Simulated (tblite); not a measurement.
# C4H12FSi2: the cost of one run

Computed with tblite 0.8.0 and PySCF 2.14.0, with density-fitted response routines of our own, on a single molecule in the gas phase. Atoms count from 0, in the outputs and in this text.

### 1 The molecule as given

19 atoms, charge 0, multiplicity 2; geometry from: force field or distance geometry start.

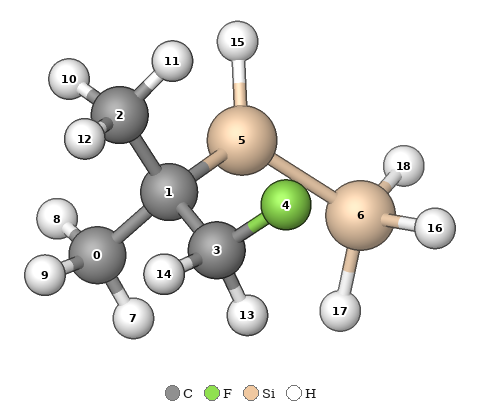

As it starts; carbon grey, fluorine green, silicon light orange, hydrogen white, atoms numbered.

### 2 Geometry optimisation with GFN2-xTB

What the job is given:

```
{"job": {"kind": "relax", "xc": "GFN2-xTB", "basis": "xTB"}, "charge": 0, "multiplicity": 2}
C     -0.765000    -1.009700    -1.221800
C     -0.562200     0.111400    -0.208400
C     -1.495600     1.237700    -0.527600
C     -0.972900    -0.443900     1.114700
F     -0.840300     0.432700     2.177200
Si     1.132200     0.731200    -0.347700
Si     2.753900    -0.266800     0.676200
H     -0.220600    -1.899600    -0.864200
H     -0.506700    -0.701000    -2.242700
H     -1.877000    -1.234500    -1.244000
H     -1.407900     1.539400    -1.601000
H     -1.176100     2.129400     0.063200
H     -2.556100     1.011400    -0.262600
H     -0.404800    -1.385800     1.359600
H     -2.043200    -0.735800     1.065100
H      1.347600     2.070700    -0.814800
H      2.645200    -0.146400     2.151900
H      2.868300    -1.728900     0.417500
H      4.071400     0.297500     0.301800
```

Command:

```console
> OMP_NUM_THREADS=1 python probes_run.py task.json out
```

One launch serves the whole session: the jobs run in the order shown.

Q: Estimate the wall time of this first job on 1 thread of Intel Xeon Platinum 8259CL at 2.50GHz, shared host.

About 1.7 s.
